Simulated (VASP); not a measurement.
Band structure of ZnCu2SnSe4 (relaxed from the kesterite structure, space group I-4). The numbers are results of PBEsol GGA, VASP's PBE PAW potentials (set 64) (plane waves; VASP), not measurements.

Unless said otherwise, spin-orbit coupling is left out, though it shifts the bands of the heavy elements here.

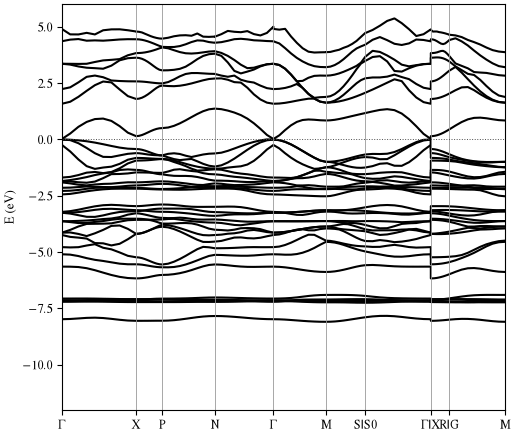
*Bands along high-symmetry lines, zero at the valence-band maximum or, without a gap, the Fermi level*

Question: Read the plot: is there a gap, and where are the band edges?

Answer: The gap is indirect, 0.02 eV, from the valence maximum at N-Γ at 0.89 to the conduction minimum at Γ. (Edges off the drawn lines would not show.)

The structure was generated: ZnCu2SnSe4 was put into the kesterite type (I-4), a phase also known from measurement. It was relaxed first.
